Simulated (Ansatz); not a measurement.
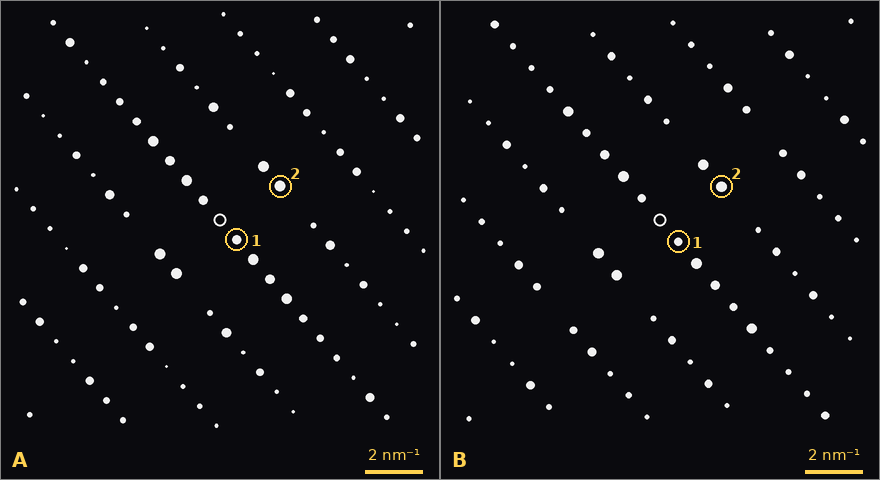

Kinematic electron diffraction patterns (200 kV, B = 0.5 Å², same scale) along [101] of the run's own cell, for the start and the end of one relaxation of Cs3C with Ansatz, DFT PBE, scalar-relativistic, plane waves, PAW. k mesh 6×6×8. The start is a generated model structure, and the relaxation ends in the nearest stationary point of its symmetry, not necessarily the ground state. Spot 1 is 0 -1 0 and spot 2 is 1 -1 -1 in both.

Start structure:

```
CELL_PARAMETERS angstrom
11.43609 0.00000 0.00000
-5.71805 9.90395 0.00000
0.00000 0.00000 4.40339
ATOMIC_POSITIONS crystal
Cs 0.78371 0.56742 0.25000
Cs 0.21629 0.78371 0.75000
Cs 0.43258 0.21629 0.25000
Cs 0.21629 0.43258 0.75000
Cs 0.78371 0.21629 0.25000
Cs 0.56742 0.78371 0.75000
C 0.33333 0.66667 0.25000
C 0.66667 0.33333 0.75000
```

Q: Which pattern belongs to the start structure, and which to the relaxed one?

A: B is the start: its cell gives d(1) = 9.904 Å, d(2) = 4.024 Å and an angle of 78.3°. A is the relaxed structure, with d(1) = 10.905 Å (+10.1 %), d(2) = 4.082 Å (+1.4 %) and 79.2°.

Q: Name reflections whose intensity changes strongly on relaxation.

A: 0 4 0 goes from 29 to 86 % of the strongest spot; 2 3 -2 goes from 9.7 to 2.9 % of the strongest spot; 0 5 0 goes from 75 to 32 % of the strongest spot.

Q: What did the relaxation do to the structure and the energy?

A: The volume changed by +21.2 % to 75.56 Å³ an atom; with the mean shift removed, the atoms moved by up to 0.18 Å relative to the cell (Cs most); the space group stayed P6_3/mmc (No. 194); the free energy fell by 11 meV an atom. Relaxed cell: a = 12.592 Å, b = 12.592 Å, c = 4.402 Å, α = 90.00°, β = 90.00°, γ = 120.00°.
